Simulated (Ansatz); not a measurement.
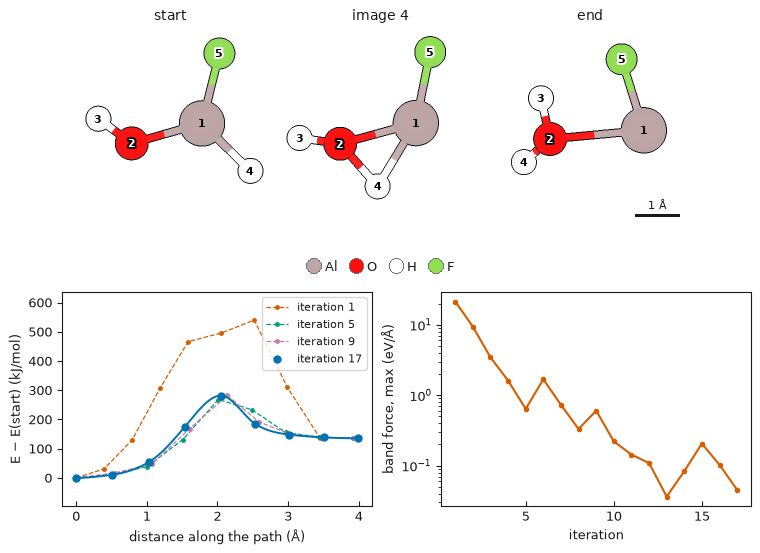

A nudged-elastic-band calculation for AlH$_{2}$OF. Images are numbered from 0 (start) to 8 (end). The plot follows the band through its iterations. The picture is a ball-and-stick view, seen face on.

These are results of RKS PBE0/def2-SVP (Ansatz 0.2.0), not measurements. Set-up: 7 movable images; climbing image; force threshold 0.05 eV/Å; iteration limit 60; starting path through a guess of the saddle point.

### Judge this run.

The result is final at these settings. The band converged in 17 iterations. The largest component of the band force went from 21 to 0.045 eV/Å. The climbing image converged on the top of the path. Its vibrational analysis gives one imaginary mode (1447i cm⁻¹), as a transition state must have. The first iteration put the highest image at 539.8 kJ/mol. The energy climbs by 281.5 kJ/mol to image 4 and then falls by 146.1 kJ/mol, so the end point sits at +135.4 kJ/mol.
